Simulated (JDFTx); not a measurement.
```yaml
surface: TiTe2(0001), Te outermost, slab composition Ti2Te4
bulk: TiTe2, P-3m1, lattice of mp-1907 (not re-optimised)
slab: 6 atoms in 6 planes, 1x1, 10.2 Å between the outermost planes
in-plane cell: 3.824 × 3.824 Å, 12.67 Å²
cell_height: 26.1 Å
sampling: 6×6×1 k mesh, Fermi smearing 0.01 Ha, no spin polarisation
```

Whether this polymorph is the ambient one wasn't checked. Neither spin polarisation nor a larger cell was tried.

Level of theory: PBE, GBRV ultrasoft potentials, plane waves to 20/100 Ha; code: a modified build of JDFTx. Liquid on both sides: CANDLE, water, 1 M NaCl; nuclei fixed. U vs SHE = −μ/e − 4.44 V throughout (conventional absolute potential of the hydrogen electrode).

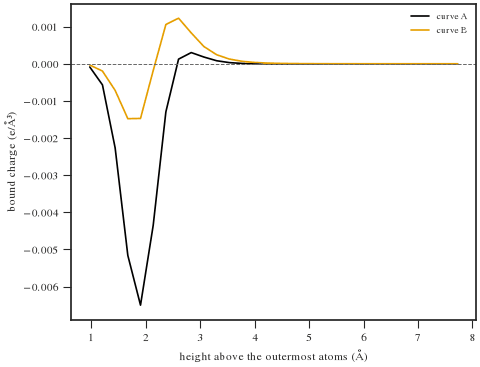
Plane-averaged bound charge of the liquid for two states of the electrode

One curve is the neutral slab. Which, and what is the sign of the other's charge?

Curve B is neutral (potential of zero charge, 0.30 V). Curve A is positively charged, 7.3 μC/cm² at 1.00 V.
